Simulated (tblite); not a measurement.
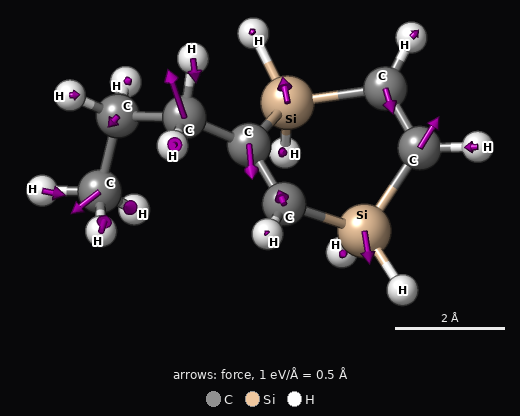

Starting geometry of C₇H₁₄Si₂ with the computed forces as purple arrows. A ball-and-stick model, seen at a tilt.

Computed with GFN2-xTB geometry optimisation, gas phase in tblite 0.8.0. 

**Is this structure relaxed? If not, where do the atoms go?**

It isn't relaxed: the largest force vector, on a C atom, is 2.16 eV/Å. The final displacements have little in common with the starting forces (cosine between the two patterns 0.11). Over 124 geometry steps the energy falls by 0.583 eV. The largest move after the best rigid fit is that of an H atom, 1.31 Å. By element the largest moves are H 1.31 Å, Si 0.50 Å, C 0.44 Å. Some distances before and after: Si–Si 2.928 → 3.434 Å, C–H 1.138 → 1.094 Å, C–Si 1.850 → 1.890 Å, C–C 1.476 → 1.503 Å. Bond angles that change, for instance: C–C–Si 114.7° → 125.7°, C–C–Si 114.1° → 124.3°, Si–C–C 116.4° → 123.7°.
